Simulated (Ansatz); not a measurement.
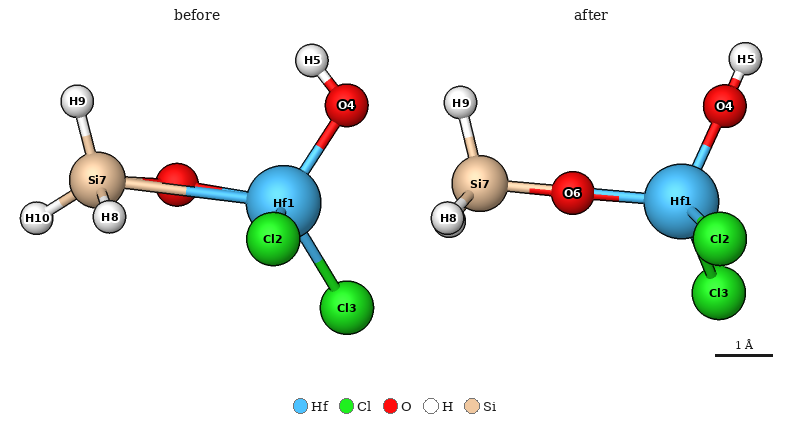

The structure of HfSiH$_{4}$O$_{2}$Cl$_{2}$ before (left) and after (right) a relaxation, at one scale.

Style: ball-and-stick. Shown face on.

The run prepares the start of a later molecular dynamics calculation, from a guessed geometry.

Level of theory: RHF/def2-SVP in Ansatz. (no spin polarisation; force threshold 0.02 eV/Å; at most 40 steps)

Q: Summarise the run.

A: Over 10 geometry steps the energy falls by 1.506 eV. Largest force component: 3.6 eV/Å at the start, 0.0023 eV/Å at the end. The atom that moves furthest after the best rigid fit is H8 (0.99 Å). By element the largest moves are H 0.99 Å, O 0.96 Å, Cl 0.93 Å, Hf 0.22 Å, Si 0.21 Å. Some distances before and after: Hf1–Si7 3.330 → 3.588 Å, Hf1–O4 2.069 → 1.907 Å, Hf1–O6 2.069 → 1.932 Å, Hf1–Cl2 2.520 → 2.393 Å. Among the angles between lasting bonds that change: Hf1–O4–H5 109.5° → 179.0°, Hf1–O6–Si7 125.0° → 178.7°. The run took 39 s on 2 threads of AMD EPYC 7R43 64-Core Processor (Zen 3), with other jobs on the host, peak memory 0.34 GiB.

Limits of the set-up: Hartree-Fock leaves out electron correlation.
